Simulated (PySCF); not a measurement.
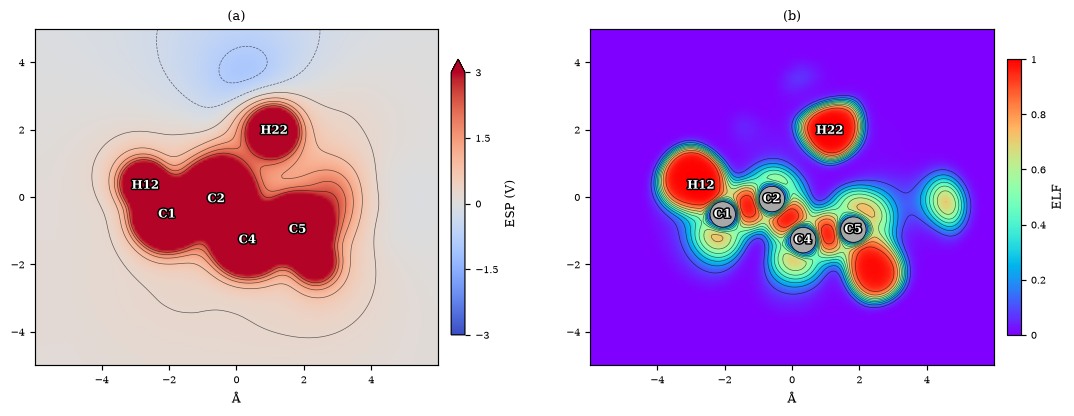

*C$_{7}$H$_{14}$F$_{2}$Si. (a) molecular electrostatic potential; (b) electron localisation function on the plane of atoms C1, C2 and C4. Grey discs cover the atomic cores in the ELF map.*

Geometry: GFN2-xTB.

Theory: PBE0/pcSseg-1, SCF density, gas phase, non-relativistic in PySCF 2.14.0.

```json
{"atom": "C", "x (Å)": "2.7119", "y (Å)": "-0.3804", "z (Å)": "0.0105"}
{"atom": "C", "x (Å)": "1.2285", "y (Å)": "-0.2919", "z (Å)": "-0.3509"}
{"atom": "F", "x (Å)": "1.1466", "y (Å)": "-0.4326", "z (Å)": "-1.7391"}
{"atom": "C", "x (Å)": "0.4698", "y (Å)": "-1.4684", "z (Å)": "0.2720"}
{"atom": "C", "x (Å)": "-1.0023", "y (Å)": "-1.5827", "z (Å)": "-0.1285"}
{"atom": "Si", "x (Å)": "-2.1717", "y (Å)": "-0.3583", "z (Å)": "0.7377"}
{"atom": "C", "x (Å)": "-1.8431", "y (Å)": "1.4155", "z (Å)": "0.1279"}
{"atom": "C", "x (Å)": "-0.5819", "y (Å)": "1.5329", "z (Å)": "-0.7065"}
{"atom": "F", "x (Å)": "-0.4278", "y (Å)": "2.8717", "z (Å)": "-1.0621"}
{"atom": "C", "x (Å)": "0.6934", "y (Å)": "1.0985", "z (Å)": "0.0208"}
{"atom": "H", "x (Å)": "2.8456", "y (Å)": "-0.2201", "z (Å)": "1.0761"}
{"atom": "H", "x (Å)": "3.2726", "y (Å)": "0.3736", "z (Å)": "-0.5368"}
{"atom": "H", "x (Å)": "3.1063", "y (Å)": "-1.3584", "z (Å)": "-0.2550"}
{"atom": "H", "x (Å)": "0.9869", "y (Å)": "-2.3785", "z (Å)": "-0.0459"}
{"atom": "H", "x (Å)": "0.5621", "y (Å)": "-1.3984", "z (Å)": "1.3570"}
{"atom": "H", "x (Å)": "-1.0777", "y (Å)": "-1.4949", "z (Å)": "-1.2130"}
{"atom": "H", "x (Å)": "-1.3325", "y (Å)": "-2.5940", "z (Å)": "0.1153"}
{"atom": "H", "x (Å)": "-3.5593", "y (Å)": "-0.7290", "z (Å)": "0.4419"}
{"atom": "H", "x (Å)": "-1.9306", "y (Å)": "-0.4349", "z (Å)": "2.1871"}
{"atom": "H", "x (Å)": "-1.7528", "y (Å)": "2.1025", "z (Å)": "0.9710"}
{"atom": "H", "x (Å)": "-2.6810", "y (Å)": "1.7743", "z (Å)": "-0.4713"}
{"atom": "H", "x (Å)": "-0.6808", "y (Å)": "1.0037", "z (Å)": "-1.6603"}
{"atom": "H", "x (Å)": "0.5443", "y (Å)": "1.1389", "z (Å)": "1.1004"}
{"atom": "H", "x (Å)": "1.4617", "y (Å)": "1.8307", "z (Å)": "-0.2405"}
```

Interpret the plot.

- The plane passes through C and H nuclei.
- C–C (1.53 Å): the ELF peaks at about 0.95 between the atoms (a covalent bond).
- C–H (1.09 Å): the ELF climbs to about 1 towards the hydrogen, as it does in any bond to H: an ordinary covalent bond to hydrogen.
- Outside the dense part of the molecule the potential is most negative (−1.0 V) near F9, which lies off the plane.
